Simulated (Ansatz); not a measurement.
The starting structures come from a database of crystals and need not be the phases stable at ambient conditions.

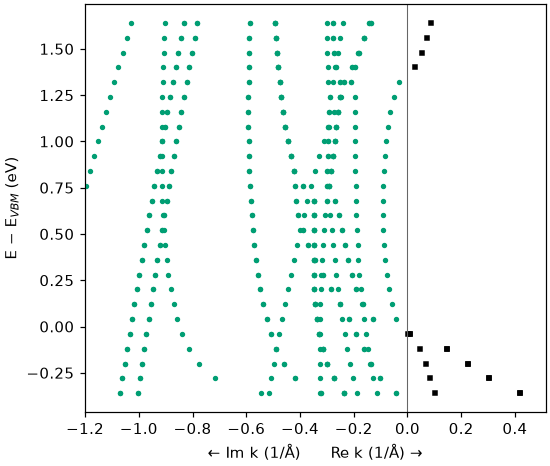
*Complex bands at the centre of the two-dimensional zone; Ansatz (a first-principles code) with PBEsol*

The gap is the functional's own, uncorrected, and κ follows it; spin-orbit coupling is left out. Mid-gap values are interpolated between the computed energies.

Task: This is Al2CdSe4 (Fd-3m, spinel, not sure to be the ambient phase, 14 atoms a cell, 22.8 Å³ an atom) along the normal of (001). Read off the slowest decay at the centre of the two-dimensional zone at 0.68 eV, the computed energy nearest the middle of the gap.

Result: κ ≈ 0.09 1/Å, a decay length 1/(2κ) of the density of 5.5 Å.
